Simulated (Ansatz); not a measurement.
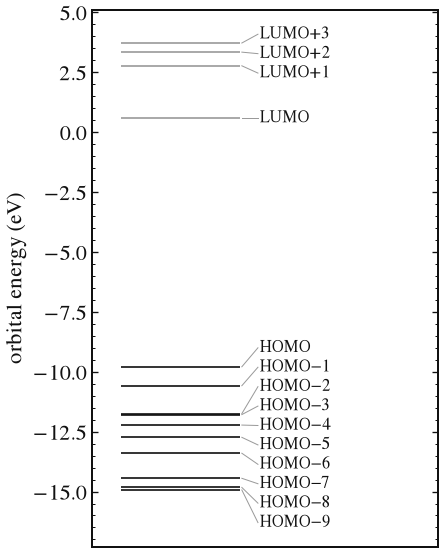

Kohn-Sham orbital energies near the frontier, ωB97X-V/def2-TZVPP in the Ansatz code 0.2.0, at a PBE0-D4/def2-TZVP geometry (a minimum by its frequencies), isolated molecule; empty levels in grey, levels within 0.03 eV side by side.

**Which molecule has this level scheme?**
A. C₂H₆OSi, SMILES C[C@H]1O[SiH2]1
B. CH₅BN₂O, SMILES C=NB(N)O
C. C₄H₁₁Ga, SMILES CC(C)[CH2][GaH2], singlet
D. C₃H₅AlO, SMILES C=[C]1[O][Al]1[CH3], singlet

C. HOMO −9.80 eV, LUMO 0.58 eV, separation 10.38 eV.

Caveats: no scalar relativity up to krypton; one conformer of a flexible molecule; empty levels above zero depend strongly on the basis.
